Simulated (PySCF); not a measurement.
**Yb(NO3)3: forces at shaken geometries**

How stiff is Yb(NO3)3? Its atoms are displaced at random by several amounts. The species was built from a template and needn't be a known compound.

The runs use PySCF 2.14.0; PBE, Yb lcecp-1-SVP with ECP59, O def2-SVP, N def2-SVP; scalar-relativistic core potentials, no spin–orbit coupling.

2 further runs of the same task are left out: 2 for a known fault of the program.

### Step 1. Starting geometry

13 atoms, charge 0, spin multiplicity 1.

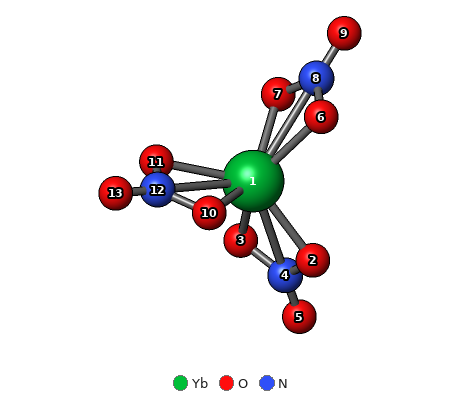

The structure; ytterbium green, oxygen red, nitrogen blue; atoms are numbered from 1 in the order of the file.

Geometry (Å):

```
atom    x (Å)    y (Å)    z (Å)
 Yb1   0.0000   0.0000   0.0000
  O2   2.0046   0.2400   1.0641
  O3   2.0046  -0.2400  -1.0641
  N4   2.7240   0.0000   0.0000
  O5   3.9201   0.0000   0.0000
  O6  -1.2101   1.6160   1.0641
  O7  -0.7945   1.8560  -1.0641
  N8  -1.3620   2.3590   0.0000
  O9  -1.9601   3.3949   0.0000
 O10  -0.7945  -1.8560   1.0641
 O11  -1.2101  -1.6160  -1.0641
 N12  -1.3620  -2.3590   0.0000
 O13  -1.9601  -3.3949   0.0000
```

Formal oxidation states: Yb +3. Each metal's 13 4f electrons lie in its core potential, so multiplicities, spins and levels count the valence alone. An earlier session relaxed this geometry at PBE, Yb lcecp-1-SVP with ECP59, O def2-SVP, N def2-SVP (singlet, point group D3).

Its energy there is -879.182306 Eh.

### Step 2. Atoms moved at random, σ = 0.06 Å

File run.py (the lines that set the calculation):

```python
mol = gto.M(atom='''
Yb    -0.02580     0.10763    -0.03964
O      1.95208     0.19992     1.06890
O      1.96274    -0.24178    -1.03609
N      2.76869    -0.02676     0.03159
O      3.96715    -0.01456     0.08334
O     -1.17218     1.65221     1.00862
O     -0.76873     1.90542    -1.11402
N     -1.31752     2.33343    -0.02477
O     -1.96148     3.30716    -0.05061
O     -0.77259    -1.86895     1.04559
O     -1.27109    -1.68136    -1.05421
N     -1.34519    -2.32143     0.06375
O     -2.01608    -3.35093     0.01756''',
    basis={'Yb': 'lcecp-1-SVP', 'O': 'def2-SVP', 'N': 'def2-SVP'},
    ecp={'Yb': 'lcecp-1-SVP'},
    charge=0, spin=0)
mf = dft.RKS(mol, xc='PBE')
mf.grids.atom_grid = (50, 194)  # f atoms: unpruned, at least (60, 302)
mf = mf.density_fit()  # fitting sets: Yb AutoAux, O def2-universal-JKFIT, N def2-universal-JKFIT
mf.conv_tol = 1e-08; mf.max_cycle = 55
mf.kernel(dm0)  # dm0: the density of the relaxed state
```

On the command line:

```console
$ OMP_NUM_THREADS=4 python run.py
```

The program printed:

```text
init E= -879.194458261346
  HOMO = -0.290858063738889  LUMO = -0.168655699665166  gap/eV = 3.32530
cycle= 1 E= -879.099740893234  delta_E= 0.0947  |g|= 0.491  |ddm|= 0.723
  HOMO = -0.166842975593841  LUMO = -0.161470466709368  gap/eV = 0.14619
cycle= 2 E= -878.384120580997  delta_E= 0.716  |g|= 1.87  |ddm|= 1.96
  HOMO = -0.264846168367997  LUMO = -0.143466278460772  gap/eV = 3.30292
cycle= 3 E= -879.126293536433  delta_E= -0.742  |g|= 0.343  |ddm|= 1.68
  HOMO = -0.251722726314114  LUMO = -0.155151315562517  gap/eV = 2.62784
cycle= 4 E= -879.144092450307  delta_E= -0.0178  |g|= 0.178  |ddm|= 0.379
  HOMO = -0.251336451484043  LUMO = -0.16658036958075  gap/eV = 2.30633
cycle= 5 E= -879.148670597753  delta_E= -0.00458  |g|= 0.0937  |ddm|= 0.188
  HOMO = -0.252452233390958  LUMO = -0.161835338501234  gap/eV = 2.46581
cycle= 6 E= -879.150317253331  delta_E= -0.00165  |g|= 0.0313  |ddm|= 0.0849
  HOMO = -0.253628769417787  LUMO = -0.160606654413467  gap/eV = 2.53126
cycle= 7 E= -879.150499044016  delta_E= -0.000182  |g|= 0.0109  |ddm|= 0.0291
  HOMO = -0.253837763012417  LUMO = -0.160246068176594  gap/eV = 2.54676
cycle= 8 E= -879.150519958782  delta_E= -2.09e-05  |g|= 0.0043  |ddm|= 0.0106
  HOMO = -0.253829187688616  LUMO = -0.160219100009034  gap/eV = 2.54726
cycle= 9 E= -879.150523077029  delta_E= -3.12e-06  |g|= 0.00143  |ddm|= 0.0036
  HOMO = -0.253891291464342  LUMO = -0.160233576185199  gap/eV = 2.54856
cycle= 10 E= -879.150523343058  delta_E= -2.66e-07  |g|= 0.000802  |ddm|= 0.00157
  HOMO = -0.253925772578611  LUMO = -0.160220415063264  gap/eV = 2.54985
cycle= 11 E= -879.150523462092  delta_E= -1.19e-07  |g|= 0.000276  |ddm|= 0.000777
  HOMO = -0.253930665346786  LUMO = -0.160206831478121  gap/eV = 2.55036
cycle= 12 E= -879.150523475885  delta_E= -1.38e-08  |g|= 6e-05  |ddm|= 0.000231
  HOMO = -0.253921952175705  LUMO = -0.160210783754859  gap/eV = 2.55001
cycle= 13 E= -879.150523476385  delta_E= -5e-10  |g|= 4.17e-05  |ddm|= 8.13e-05
  HOMO = -0.253922090447368  LUMO = -0.160212926339252  gap/eV = 2.54996
Extra cycle  E= -879.150523472483  delta_E= 3.9e-09  |g|= 0.000145  |ddm|= 0.000146
converged SCF energy = -879.150523472483
```

It took 10 s on 4 threads of Intel Xeon 6975P-C (Granite Rapids), shared host.

Result: E = -879.150523 Eh (+0.865 eV from the relaxed state), HOMO -6.91 eV, LUMO -4.36 eV, Mulliken charge on Yb1 +1.08 e, largest force component 3.614 eV/Å. 

```
atom      Fx      Fy  Fz (eV/Å)
 Yb1   0.646  -2.384     -0.486
  O2   1.457   0.094      0.066
  O3   2.172   0.057      0.059
  N4  -2.470   0.196      0.292
  O5  -1.305  -0.178     -0.473
  O6   0.574  -1.641      2.436
  O7   0.945  -1.021     -0.491
  N8  -0.553   1.089     -1.887
  O9  -1.810   2.949      0.222
 O10   1.686   1.680      2.641
 O11   1.267   2.359     -0.184
 N12  -3.343  -3.614     -3.531
 O13   0.735   0.413      1.336
```

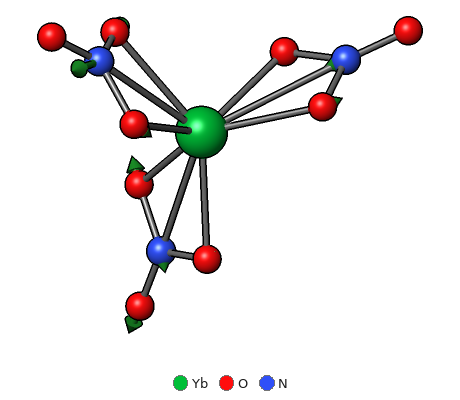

Forces as arrows, the longest for the largest force.

### Step 3. Atoms moved at random, σ = 0.06 Å

File run.py (the lines that set the calculation):

```python
mol = gto.M(atom='''
Yb     0.01475     0.08115     0.02682
O      2.02492     0.29504     0.99025
O      1.99990    -0.28671    -0.99405
N      2.70871    -0.14570    -0.06719
O      3.85511    -0.03664    -0.05937
O     -1.27468     1.55116     1.07949
O     -0.82405     1.86452    -1.04006
N     -1.34237     2.35101     0.05184
O     -1.89443     3.36195     0.02429
O     -0.74189    -1.85173     1.01690
O     -1.25228    -1.48593    -1.08847
N     -1.27061    -2.26774    -0.03353
O     -2.00309    -3.43039     0.09308''',
    basis={'Yb': 'lcecp-1-SVP', 'O': 'def2-SVP', 'N': 'def2-SVP'},
    ecp={'Yb': 'lcecp-1-SVP'},
    charge=0, spin=0)
mf = dft.RKS(mol, xc='PBE')
mf.grids.atom_grid = (50, 194)  # f atoms: unpruned, at least (60, 302)
mf = mf.density_fit()  # fitting sets: Yb AutoAux, O def2-universal-JKFIT, N def2-universal-JKFIT
mf.conv_tol = 1e-08; mf.max_cycle = 55
mf.kernel(dm0)  # dm0: the density of the relaxed state
```

On the command line:

```console
$ OMP_NUM_THREADS=4 python run.py
```

The program printed:

```text
init E= -879.128345685494
  HOMO = -0.294694109354901  LUMO = -0.228494167109297  gap/eV = 1.80139
cycle= 1 E= -878.956572729265  delta_E= 0.172  |g|= 0.836  |ddm|= 1.22
  HOMO = -0.182201405073907  LUMO = -0.158957348470317  gap/eV = 0.63250
cycle= 2 E= -874.313790612779  delta_E= 4.64  |g|= 3.33  |ddm|=  3.7
  HOMO = -0.230082791420276  LUMO = -0.173758406258777  gap/eV = 1.53266
cycle= 3 E= -878.894574016272  delta_E= -4.58  |g|= 1.01  |ddm|= 3.56
  HOMO = -0.257696709538251  LUMO = -0.188814184351425  gap/eV = 1.87439
cycle= 4 E= -879.089159253267  delta_E= -0.195  |g|= 0.276  |ddm|= 0.64
  HOMO = -0.273565621351862  LUMO = -0.159717644697833  gap/eV = 3.09796
cycle= 5 E= -879.071551425228  delta_E= 0.0176  |g|= 0.423  |ddm|= 0.428
  HOMO = -0.26253196584571  LUMO = -0.158420710076552  gap/eV = 2.83301
cycle= 6 E= -879.106563635969  delta_E= -0.035  |g|= 0.138  |ddm|= 0.352
  HOMO = -0.25956369276674  LUMO = -0.159558856727339  gap/eV = 2.72127
cycle= 7 E= -879.108937147912  delta_E= -0.00237  |g|= 0.0812  |ddm|= 0.141
  HOMO = -0.256607499398065  LUMO = -0.157294915610658  gap/eV = 2.70243
cycle= 8 E= -879.109928465288  delta_E= -0.000991  |g|= 0.0412  |ddm|= 0.0721
  HOMO = -0.255241840829292  LUMO = -0.156365296125225  gap/eV = 2.69057
cycle= 9 E= -879.110207872994  delta_E= -0.000279  |g|= 0.0183  |ddm|= 0.0315
  HOMO = -0.255396832037317  LUMO = -0.156895974654487  gap/eV = 2.68034
cycle= 10 E= -879.110271932151  delta_E= -6.41e-05  |g|= 0.00673  |ddm|= 0.014
  HOMO = -0.25504425280047  LUMO = -0.156710415432433  gap/eV = 2.67580
cycle= 11 E= -879.11028000469  delta_E= -8.07e-06  |g|= 0.00285  |ddm|= 0.00511
  HOMO = -0.254722535623664  LUMO = -0.156539266193006  gap/eV = 2.67170
cycle= 12 E= -879.110281323891  delta_E= -1.32e-06  |g|= 0.00153  |ddm|= 0.00311
  HOMO = -0.254693187556395  LUMO = -0.156534593561996  gap/eV = 2.67103
cycle= 13 E= -879.110281775858  delta_E= -4.52e-07  |g|= 0.000373  |ddm|= 0.00136
  HOMO = -0.254720672052279  LUMO = -0.156562580407395  gap/eV = 2.67102
cycle= 14 E= -879.110281793892  delta_E= -1.8e-08  |g|= 0.000223  |ddm|= 0.00044
  HOMO = -0.25471102889723  LUMO = -0.156550911777546  gap/eV = 2.67107
cycle= 15 E= -879.110281802427  delta_E= -8.54e-09  |g|= 8.48e-05  |ddm|= 0.000211
  HOMO = -0.254717450642286  LUMO = -0.156554451361571  gap/eV = 2.67115
Extra cycle  E= -879.1102817896  delta_E= 1.28e-08  |g|= 0.000266  |ddm|= 0.000278
converged SCF energy = -879.1102817896
```

Wall time 12 s (4 threads of Intel Xeon 6975P-C (Granite Rapids), shared host).

Result: E = -879.110282 Eh (+1.960 eV from the relaxed state), HOMO -6.93 eV, LUMO -4.26 eV, Mulliken charge on Yb1 +1.07 e, largest force component 7.394 eV/Å. 

```
atom      Fx      Fy  Fz (eV/Å)
 Yb1   0.088  -0.474      0.227
  O2  -0.811  -0.537      1.572
  O3  -4.066  -2.583     -7.394
  N4  -0.082   4.035      5.709
  O5   5.274  -0.992     -0.272
  O6   0.182   0.259      0.449
  O7   0.886  -0.588     -0.182
  N8   0.508  -2.675     -0.933
  O9  -1.905   3.787      0.797
 O10   1.469   1.196      0.887
 O11   0.293  -1.073      0.893
 N12  -5.240  -5.577     -0.030
 O13   3.402   5.220     -1.721
```

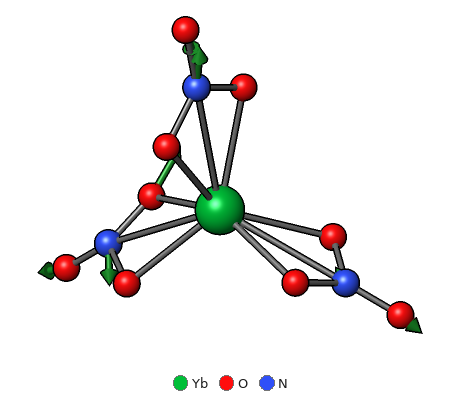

Forces as arrows, the longest for the largest force.

### Step 4. Atoms moved at random, σ = 0.15 Å

File run.py (the lines that set the calculation):

```python
mol = gto.M(atom='''
Yb    -0.01925     0.09337     0.04517
O      2.00612     0.23755     0.95233
O      1.64645    -0.39321    -0.89626
N      2.61809    -0.05514     0.25381
O      4.03780    -0.13222     0.14146
O     -1.08303     1.58674     0.82532
O     -0.83524     1.81574    -1.52174
N     -1.40248     2.23311     0.05187
O     -1.79174     3.27038     0.06421
O     -0.82965    -1.69427     1.05251
O     -1.06338    -1.39319    -1.04546
N     -1.07401    -2.42544     0.04344
O     -2.20966    -3.14343     0.03335''',
    basis={'Yb': 'lcecp-1-SVP', 'O': 'def2-SVP', 'N': 'def2-SVP'},
    ecp={'Yb': 'lcecp-1-SVP'},
    charge=0, spin=0)
mf = dft.RKS(mol, xc='PBE')
mf.grids.atom_grid = (50, 194)  # f atoms: unpruned, at least (60, 302)
mf = mf.density_fit()  # fitting sets: Yb AutoAux, O def2-universal-JKFIT, N def2-universal-JKFIT
mf.conv_tol = 1e-08; mf.max_cycle = 55
mf.kernel(dm0)  # dm0: the density of the relaxed state
```

On the command line:

```console
$ OMP_NUM_THREADS=4 python run.py
```

The program printed:

```text
init E= -878.446456325425
  HOMO = -0.413478275073997  LUMO = -0.388342734237792  gap/eV = 0.68397
cycle= 1 E= -876.234906947021  delta_E= 2.21  |g|= 2.61  |ddm|= 3.83
  HOMO = -0.0697164335290882  LUMO = -0.0605658003629536  gap/eV = 0.24900
cycle= 2 E= -798.238652462163  delta_E=   78  |g|=   13  |ddm|= 34.3
  HOMO = -0.114350004515551  LUMO = -0.0892093104264902  gap/eV = 0.68411
cycle= 3 E= -867.094945461882  delta_E= -68.9  |g|= 4.99  |ddm|= 33.4
  HOMO = -0.0972884608707566  LUMO = -0.0879280129980556  gap/eV = 0.25471
cycle= 4 E= -872.380280022666  delta_E= -5.29  |g|= 4.03  |ddm|=  6.4
  HOMO = -0.171530222529591  LUMO = -0.165442350341576  gap/eV = 0.16566
cycle= 5 E= -875.756651494694  delta_E= -3.38  |g|= 2.82  |ddm|= 4.97
  HOMO = -0.215107117940386  LUMO = -0.173730827639975  gap/eV = 1.12591
cycle= 6 E= -878.268778996004  delta_E= -2.51  |g|=  1.3  |ddm|= 3.79
  HOMO = -0.240224437889474  LUMO = -0.215225234804436  gap/eV = 0.68026
cycle= 7 E= -878.501098920896  delta_E= -0.232  |g|= 0.814  |ddm|= 1.38
  HOMO = -0.24858721127144  LUMO = -0.213280038696936  gap/eV = 0.96076
cycle= 8 E= -878.550343086382  delta_E= -0.0492  |g|= 0.627  |ddm|= 1.12
  HOMO = -0.248695992513577  LUMO = -0.233783782098645  gap/eV = 0.40578
cycle= 9 E= -878.613420736778  delta_E= -0.0631  |g|= 0.361  |ddm|= 0.852
  HOMO = -0.246260585476511  LUMO = -0.226186943690838  gap/eV = 0.54623
cycle= 10 E= -878.627999013566  delta_E= -0.0146  |g|= 0.261  |ddm|= 0.506
  HOMO = -0.247040807494063  LUMO = -0.22747601268664  gap/eV = 0.53239
cycle= 11 E= -878.641675496042  delta_E= -0.0137  |g|= 0.0713  |ddm|= 0.239
  HOMO = -0.249059661616377  LUMO = -0.229056880487573  gap/eV = 0.54430
cycle= 12 E= -878.642239580479  delta_E= -0.000564  |g|= 0.0507  |ddm|= 0.102
  HOMO = -0.248296237035156  LUMO = -0.230257891066105  gap/eV = 0.49085
cycle= 13 E= -878.64268592811  delta_E= -0.000446  |g|= 0.0243  |ddm|= 0.0683
  HOMO = -0.248851218216279  LUMO = -0.230078022238512  gap/eV = 0.51084
cycle= 14 E= -878.642809335824  delta_E= -0.000123  |g|= 0.00707  |ddm|= 0.0265
  HOMO = -0.248808663543049  LUMO = -0.229765747186708  gap/eV = 0.51818
cycle= 15 E= -878.642817801915  delta_E= -8.47e-06  |g|= 0.00377  |ddm|= 0.0104
  HOMO = -0.248765595863867  LUMO = -0.229654472669488  gap/eV = 0.52004
cycle= 16 E= -878.642818780493  delta_E= -9.79e-07  |g|= 0.00272  |ddm|= 0.00444
  HOMO = -0.24859000642813  LUMO = -0.229835598953692  gap/eV = 0.51033
cycle= 17 E= -878.642818932149  delta_E= -1.52e-07  |g|= 0.00262  |ddm|= 0.00961
  HOMO = -0.248743980634667  LUMO = -0.229832851476996  gap/eV = 0.51460
cycle= 18 E= -878.642820759347  delta_E= -1.83e-06  |g|= 0.0012  |ddm|= 0.00463
  HOMO = -0.248715288474971  LUMO = -0.229800279262584  gap/eV = 0.51470
cycle= 19 E= -878.642821062016  delta_E= -3.03e-07  |g|= 0.000247  |ddm|= 0.00113
  HOMO = -0.24872250050885  LUMO = -0.229793701300011  gap/eV = 0.51508
cycle= 20 E= -878.642821073563  delta_E= -1.15e-08  |g|= 8.99e-05  |ddm|= 0.000398
  HOMO = -0.248716993093896  LUMO = -0.229791857591373  gap/eV = 0.51498
cycle= 21 E= -878.642821074509  delta_E= -9.46e-10  |g|= 7.55e-05  |ddm|= 0.000146
  HOMO = -0.248730583727619  LUMO = -0.229799074232005  gap/eV = 0.51515
Extra cycle  E= -878.642821045004  delta_E= 2.95e-08  |g|= 0.000369  |ddm|= 0.000401
converged SCF energy = -878.642821045004
```

Wall time 14 s (4 threads of Intel Xeon 6975P-C (Granite Rapids), shared host).

It gives: E = -878.642821 Eh (+14.680 eV from the relaxed state), HOMO -6.77 eV, LUMO -6.25 eV, Mulliken charge on Yb1 +0.84 e, largest force component 35.720 eV/Å. The gap is small, and the closed shell wasn't tested for a lower spin-broken solution.

```
atom       Fx       Fy  Fz (eV/Å)
 Yb1   -1.149   -2.475     -3.697
  O2  -23.248   14.217     35.720
  O3    4.616   -1.245     -2.486
  N4   30.121  -13.479    -33.741
  O5   -6.748    0.232      0.503
  O6    4.203  -11.776     19.478
  O7   -0.598   -1.324      4.297
  N8   -1.723    7.574    -20.693
  O9   -4.655    9.382      0.399
 O10    1.965   -2.185      2.920
 O11    0.730   -2.983     -0.845
 N12   -9.273    3.258     -1.849
 O13    5.758    0.803     -0.007
```

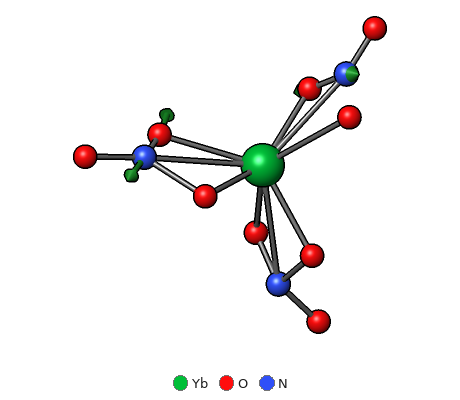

Forces as arrows, the longest for the largest force.

### Step 5. Results

| σ (Å) | energy rise (eV) | harmonic estimate −½ F·u (eV) | largest force component (eV/Å) |
| --- | --- | --- | --- |
| 0.06 | 0.865 | 0.879 | 3.61 |
| 0.06 | 1.960 | 1.874 | 7.39 |
| 0.15 | 14.680 | 16.428 | 35.72 |

Every displacement raises the energy. For a harmonic well the rise equals −½ F·u; the two differ by at most 12 % here (a move with σ = 0.15 Å), from anharmonicity, the grid and the small forces left at the relaxed point. The largest moves cost over 1 eV, far outside the harmonic range, so agreement there can come from errors that cancel between squeezed and stretched bonds. These are double-zeta-type bases without diffuse functions. Spin–orbit coupling is left out. The core potential fixes the 4f count, so no charge can pass from the ligands into that shell.
